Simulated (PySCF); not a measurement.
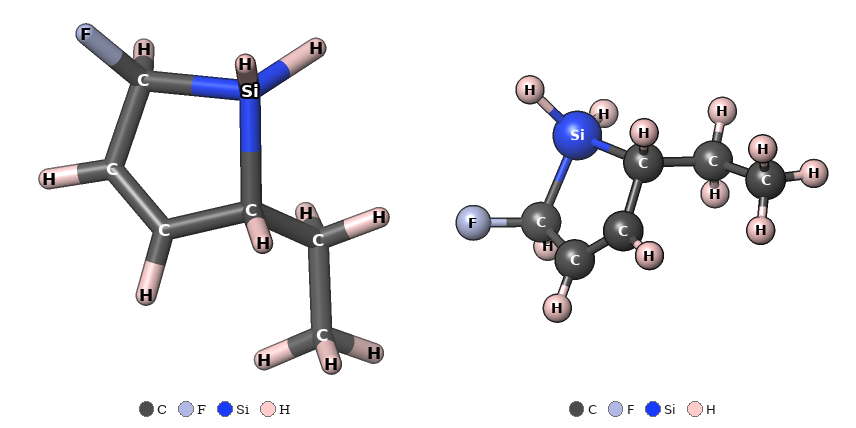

Both panels show the same species.

The geometry was computed by an optimisation with GFN2-xTB. No frequency run is at hand to confirm it as a minimum.

Describe the molecule.

Formula C6H11FSi. SMILES: `CC[C@@H]1C=C[C@@H](F)[SiH2]1`. Independent rings (smallest set): 1 of 5 members. Among its groups: alkene, C–F bond, Si–H bond. This geometry has C1 symmetry. Coordination, clear cases only: 4 C tetrahedral; 2 C trigonal planar.

More results for the same structure follow; atom numbers are the same in all pictures, views and colours differ.

Geometry

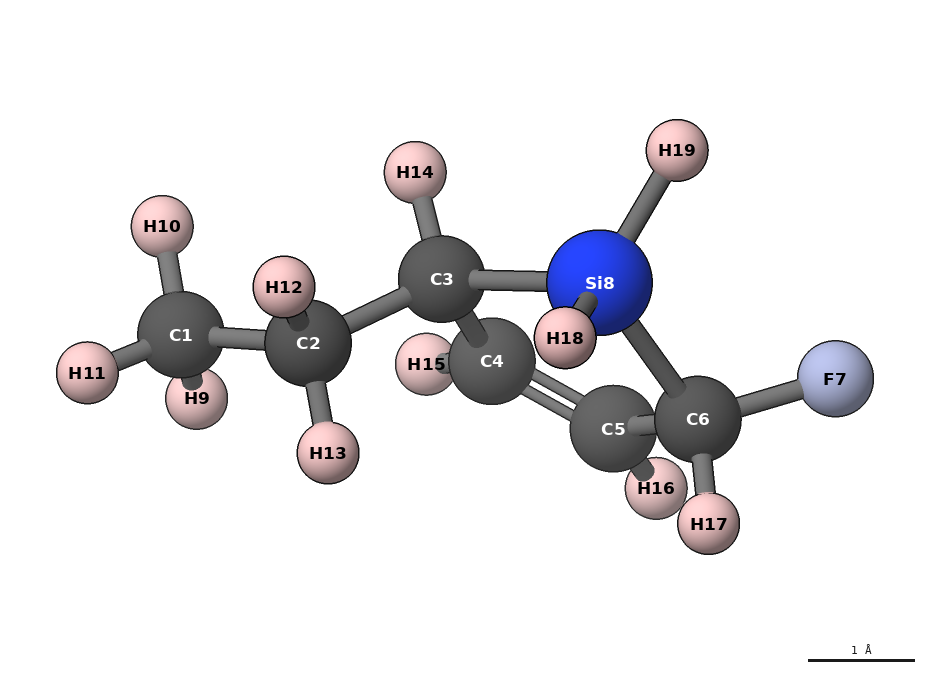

No frequency run is at hand to confirm it as a minimum.

Which atoms are bonded, and how long are the bonds? Leave out bonds to hydrogen.

```csv
bond,length (Å),order
C1–C2,1.525,single
C2–C3,1.537,single
C3–C4,1.504,single
C3–Si8,1.917,single
C4–C5,1.322,double
C5–C6,1.499,single
C6–F7,1.395,single
C6–Si8,1.926,single
```

Electronic properties

No frequency run is at hand to confirm it as a minimum. Properties computed with PBE0/def2-SVPD, gas phase (PySCF 2.14.0). Excitations: vertical, linear response.

What does the calculation give?

- dipole moment: 2.46 D
- HOMO energy (Kohn–Sham orbital): −7.47 eV
- LUMO energy (Kohn–Sham orbital): −0.18 eV
- HOMO–LUMO gap: 7.29 eV
- mean static polarisability: 95.3 bohr³
- lowest vertical singlet excitation: 6.16 eV
- its oscillator strength: 0.029
- brightest of the 6 lowest singlets: 6.79 eV
- its oscillator strength: 0.07

NMR shielding

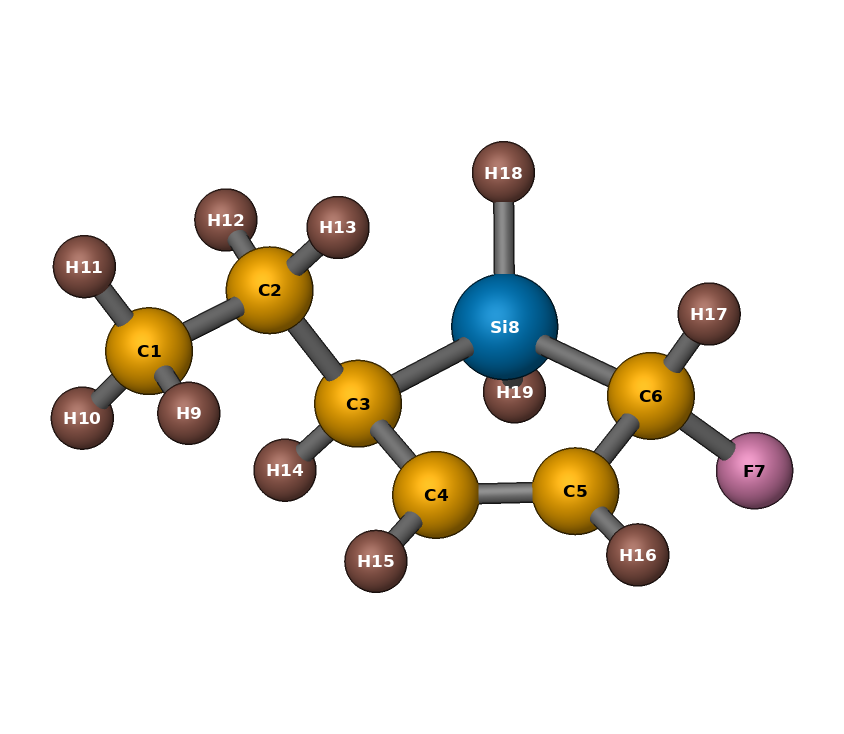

No frequency run is at hand to confirm it as a minimum. Properties computed with GIAO PBE0/pcSseg-1 NMR shielding, non-relativistic, gas phase (PySCF 2.14.0). Principal shieldings σ11 ≤ σ22 ≤ σ33, span Ω = σ33 − σ11, skew κ = 3(σiso − σ22)/Ω.

**Which C atom has the most anisotropic shielding?**

C4, with a span of 221 ppm.

Give the shielding tensors of the C atoms.

```
atom    σ11    σ22    σ33   σiso      Ω      κ
  C1  151.5  169.7  186.4  169.2   34.9  −0.04
  C2  143.9  152.1  167.1  154.4   23.2   0.30
  C3  135.8  156.5  161.8  151.4   26.0  −0.60
  C4  −72.1   45.7  148.5   40.7  220.6  −0.07
  C5  −60.6   61.6  132.7   44.6  193.3  −0.26
  C6   48.3   81.1  148.3   92.6  100.0   0.34
```

Shieldings and span in ppm.

Ring current

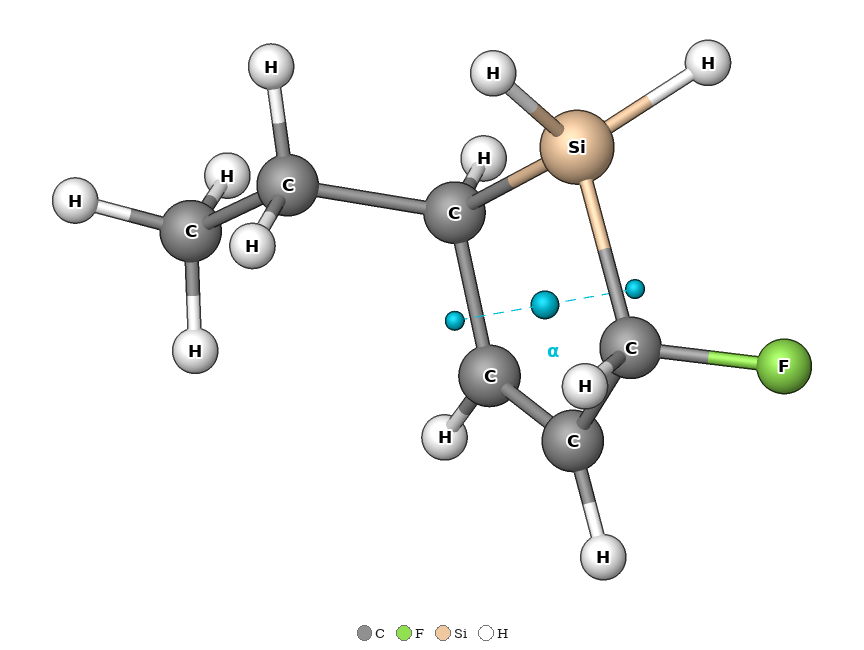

The small points mark where nucleus-independent chemical shifts (NICS) were computed: at the centre of each lettered ring and 1 Å above and below it. No frequency run is at hand to confirm it as a minimum. Method: GIAO PBE0/pcSseg-1 NMR shielding, non-relativistic, gas phase (PySCF 2.14.0).

Give NICS(0), NICS(1) and the out-of-plane component NICS(1)zz for each ring (means of the two sides).

```tsv
ring	members	NICS(0)	NICS(1)	NICS(1)zz
α	C4Si	−1.8	−3.1	−1.0
```

Values in ppm.

**What do the values say about the ring currents?**

Ring α: weak, as in a non-aromatic ring. NICS is one index among several.

The geometry is semi-empirical. Around Si such bond lengths and angles can be off by a tenth of an ångström or more and by several degrees, and values that hang on the shape move with them.
